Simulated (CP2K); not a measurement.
# CH2ClNOSn (SMILES O=C=[N][SnH2][Cl]): PM3

Aim: the energy difference between two shapes of CH2ClNOSn at PM3, from 2 runs. 

The calculation is run with CP2K 2026.2.

3 further runs of the same task are left out: 3 that didn't finish.

## 1. The structure to begin with

CH2ClNOSn: 7 atoms, total charge 0, spin state singlet. As SMILES, `O=C=[N][SnH2][Cl]`. The coordinates come from a PBE0-D4/def2-TZVP relaxation. This is one conformer, not always the lowest.

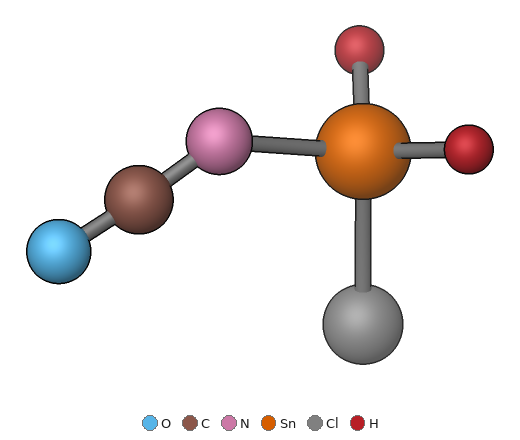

The structure, seen from a chosen angle (oxygen blue, carbon brown, nitrogen pink, tin orange, chlorine grey, hydrogen red).

## 2. Energy and gradient at PM3

File molecule.xyz:

```xyz
7

O     -0.337900    -2.797800    -1.055800
C     -0.098100    -1.895300    -0.359700
N      0.169600    -1.013400     0.414200
Sn     0.155400     0.994200     0.425400
Cl    -0.627400     1.662800    -1.653100
H     -0.963200     1.477700     1.601100
H      1.762700     1.504000     0.582300
```

File mol.inp:

```
&GLOBAL
 PROJECT_NAME mol
 RUN_TYPE ENERGY_FORCE
 PRINT_LEVEL MEDIUM
&END
&FORCE_EVAL
 METHOD QUICKSTEP
 &DFT
  &QS
   METHOD PM3
   EPS_DEFAULT 1.0E-10
   &SE
    &COULOMB
     CUTOFF [angstrom] 50
     RC_RANGE [angstrom] 0
    &END
    &EXCHANGE
     CUTOFF [angstrom] 50
     RC_RANGE [angstrom] 0
    &END
   &END
  &END
  &POISSON
   PERIODIC NONE
   POISSON_SOLVER ANALYTIC
  &END
  &SCF
   SCF_GUESS ATOMIC
   EPS_SCF 1.0E-07
   MAX_SCF 150
   ADDED_MOS 8
   &DIAGONALIZATION
    ALGORITHM STANDARD
   &END
   &MIXING
    METHOD DIRECT_P_MIXING
    ALPHA 0.4
   &END
  &END
  &PRINT
   &MOMENTS
    PERIODIC F
    REFERENCE COM
    MAX_MOMENT 1
   &END
   &MO ON
    ENERGIES T
    OCCUPATION_NUMBERS T
    NDIGITS 6
    &EACH
     QS_SCF 0
    &END
    ADD_LAST NUMERIC
   &END
   &HIRSHFELD OFF
   &END
  &END
 &END
 &SUBSYS
  &CELL
   ABC 10.7 12.5 11.3
   PERIODIC NONE
  &END
  &TOPOLOGY
   COORD_FILE_NAME molecule.xyz
   COORD_FILE_FORMAT XYZ
   &CENTER_COORDINATES
   &END
  &END
 &END
 &PRINT
  &FORCES ON
  &END
 &END
&END
```

The run is started by

```sh
OMP_NUM_THREADS=1 cp2k.psmp -i mol.inp -o mol.out
```

Standard output:

```text
CP2K| version string:                                       CP2K version 2026.2
[...]
 GLOBAL| Method name                                                        CP2K
[...]
 GLOBAL| Run type                                                   ENERGY_FORCE
[...]
                             - Atoms:                                          7
[...]
                             - Spherical basis functions:                     22
[...]
 Number of electrons:                                                         28
[...]
     1 P_Mix/Diag. 0.40E+00    0.0     0.73983565       -31.5147233645 -3.15E+01
[...]
    27 DIIS/Diag.  0.77E-07    0.0     0.00000007       -36.8662294289 -3.55E-14
  *** SCF run converged in    27 steps ***
  Core-core repulsion energy [eV]:                           1610.65398035931798
  Core Hamiltonian energy [eV]:                             -1572.36814973893729
  Two-electron integral energy [eV]:                        -2082.93390190851687
  Electronic energy [eV]:                                   -2613.83510069319618
  Total energy [eV]:                                        -1003.18112033387786
  Atomic reference energy [eV]:                              1002.21535117738517
  Heat of formation [kcal/mol]:                               -22.27116759241266
[...]
 SE_DIPOLE| Moment [Debye]         -1.01893321      -1.68331254      -2.77008711
 SE_DIPOLE| Derivative [a.u.]       0.00000000       0.00000000       0.00000000
 ENERGY| Total FORCE_EVAL ( QS ) energy [hartree]            -36.866229428907644
 FORCES| Atomic forces [hartree/bohr]
 FORCES|   Atom     x               y               z               |f|
 FORCES|      1 -8.57865684E-03 -3.86092860E-02 -2.50731544E-02   4.68287667E-02
 FORCES|      2 -8.59352837E-03 -2.07263275E-02 -2.46325928E-02   3.33195740E-02
 FORCES|      3  1.57459293E-02  6.22097758E-02  4.58080297E-02   7.88439349E-02
 FORCES|      4  5.62901411E-03 -5.78646101E-03  1.49312521E-02   1.69738393E-02
 FORCES|      5 -3.39144645E-03  2.71568223E-03 -9.00855316E-03   1.00015433E-02
 FORCES|      6  3.25935779E-03  1.43353624E-04 -2.36950187E-03   4.03218335E-03
 FORCES|      7 -4.07066949E-03  5.32628432E-05  3.44520536E-04   4.08556990E-03
 FORCES| Sum     5.82867088E-16  3.05311332E-16  5.55111512E-17
 FORCES| Total atomic force                                       6.60326086E-16
[...]
```

It took 0.28 s on 1 thread of Arm Neoverse V1, shared host.

## 3. The distorted shape, same level

File molecule.xyz:

```xyz
7

O     -0.351458    -2.813179    -1.052481
C     -0.086406    -1.898035    -0.360375
N      0.167685    -1.062620     0.399611
Sn     0.153659     0.961782     0.458808
Cl    -0.643204     1.681101    -1.678275
H     -1.006435     1.479570     1.583986
H      1.765508     1.498926     0.552091
```

File mol.inp:

```
&GLOBAL
    PROJECT_NAME mol
    RUN_TYPE ENERGY_FORCE
    PRINT_LEVEL MEDIUM
&END GLOBAL
&FORCE_EVAL
    METHOD Quickstep
    &DFT
        CHARGE 0
        MULTIPLICITY 1
        &QS
            METHOD PM3
            EPS_DEFAULT 1.0E-10
            &SE
                &COULOMB
                    CUTOFF [angstrom] 50
                    RC_RANGE [angstrom] 0
                &END COULOMB
                &EXCHANGE
                    CUTOFF [angstrom] 50
                    RC_RANGE [angstrom] 0
                &END EXCHANGE
            &END SE
        &END QS
        ! cluster boundary conditions
        &POISSON
            PERIODIC NONE
            POISSON_SOLVER ANALYTIC
        &END POISSON
        ! SCF settings
        &SCF
            SCF_GUESS ATOMIC
            EPS_SCF 1.0E-07
            MAX_SCF 150
            ADDED_MOS 8
            &DIAGONALIZATION
                ALGORITHM STANDARD
            &END DIAGONALIZATION
            &MIXING
                METHOD DIRECT_P_MIXING
                ALPHA 0.4
            &END MIXING
        &END SCF
        ! extra output
        &PRINT
            &MOMENTS
                PERIODIC F
                REFERENCE COM
                MAX_MOMENT 1
            &END MOMENTS
            &MO ON
                ENERGIES T
                OCCUPATION_NUMBERS T
                NDIGITS 6
                &EACH
                    QS_SCF 0
                &END EACH
                ADD_LAST NUMERIC
            &END MO
            &HIRSHFELD OFF
            &END HIRSHFELD
        &END PRINT
    &END DFT
    &SUBSYS
        &CELL
            ABC [angstrom] 10.8 12.5 11.3
            PERIODIC NONE
        &END CELL
        &TOPOLOGY
            COORD_FILE_NAME molecule.xyz
            COORD_FILE_FORMAT XYZ
            &CENTER_COORDINATES
            &END CENTER_COORDINATES
        &END TOPOLOGY
    &END SUBSYS
    ! extra output
    &PRINT
        &FORCES ON
        &END FORCES
    &END PRINT
&END FORCE_EVAL
```

The run is started by

```sh
OMP_NUM_THREADS=1 cp2k.psmp -i mol.inp -o mol.out
```

Standard output:

```text
CP2K| version string:                                       CP2K version 2026.2
[...]
 GLOBAL| Method name                                                        CP2K
[...]
 GLOBAL| Run type                                                   ENERGY_FORCE
[...]
                             - Atoms:                                          7
[...]
                             - Spherical basis functions:                     22
[...]
 Number of electrons:                                                         28
[...]
     1 P_Mix/Diag. 0.40E+00    0.0     0.75988640       -31.4890794006 -3.15E+01
[...]
    27 DIIS/Diag.  0.96E-07    0.0     0.00000006       -36.8561463598 -5.68E-14
  *** SCF run converged in    27 steps ***
  Core-core repulsion energy [eV]:                           1606.07504626946752
  Core Hamiltonian energy [eV]:                             -1573.60329726737768
  Two-electron integral energy [eV]:                        -2070.75699014157317
  Electronic energy [eV]:                                   -2608.98179233816427
  Total energy [eV]:                                        -1002.90674606869675
  Atomic reference energy [eV]:                              1002.21535117738517
  Heat of formation [kcal/mol]:                               -15.94394622505504
[...]
 SE_DIPOLE| Moment [Debye]         -1.20899233      -2.13772167      -3.30052656
 SE_DIPOLE| Derivative [a.u.]       0.00000000       0.00000000       0.00000000
 ENERGY| Total FORCE_EVAL ( QS ) energy [hartree]            -36.856146359754398
 FORCES| Atomic forces [hartree/bohr]
 FORCES|   Atom     x               y               z               |f|
 FORCES|      1 -4.86246846E-03 -2.57272640E-02 -1.73266567E-02   3.13966358E-02
 FORCES|      2 -3.47877477E-02 -1.07970956E-01 -9.69393976E-02   1.49215152E-01
 FORCES|      3  3.75606596E-02  1.41648247E-01  1.10477153E-01   1.83521744E-01
 FORCES|      4  2.53726246E-03 -3.03873814E-03  9.59989648E-04   4.07347645E-03
 FORCES|      5  9.92281639E-04 -1.85170093E-03  2.80045176E-03   3.50084979E-03
 FORCES|      6  4.90601282E-03 -1.51648984E-03 -1.81916745E-03   5.44775857E-03
 FORCES|      7 -6.34600041E-03 -1.54309789E-03  1.84762748E-03   6.78723800E-03
 FORCES| Sum     8.32667268E-17 -5.82867088E-16  1.94289029E-16
 FORCES| Total atomic force                                       6.20012594E-16
[...]
```

Run time: 0.28 s. Hardware: 1 thread of Arm Neoverse V1, shared host.

## 4. Outcome

Level: PM3.

| quantity | value |
| --- | --- |
| first shape: total energy | -36.86623 Eh |
| first shape: dipole moment | 3.40 D |
| first shape: HOMO energy | -10.78 eV |
| first shape: LUMO energy | -2.20 eV |
| first shape: HOMO–LUMO gap | 8.58 eV |
| first shape: heat of formation at this unrelaxed shape | -22.3 kcal/mol |
| first shape: largest force on an atom | 4.054 eV/Å |
| distorted shape: total energy | -36.85615 Eh |
| distorted shape: dipole moment | 4.11 D |
| distorted shape: HOMO energy | -10.88 eV |
| distorted shape: LUMO energy | -2.37 eV |
| distorted shape: HOMO–LUMO gap | 8.51 eV |
| distorted shape: heat of formation at this unrelaxed shape | -15.9 kcal/mol |
| distorted shape: largest force on an atom | 9.437 eV/Å |
| energy change with the atoms displaced | 0.274 eV |

What this shows: With the atoms displaced the energy rises by 0.27 eV (6.3 kcal/mol). The first shape isn't relaxed at this level, so the change isn't measured from a minimum. The largest force (first shape) is 4.05 eV/Å: the shape isn't a stationary point for this species at this level.
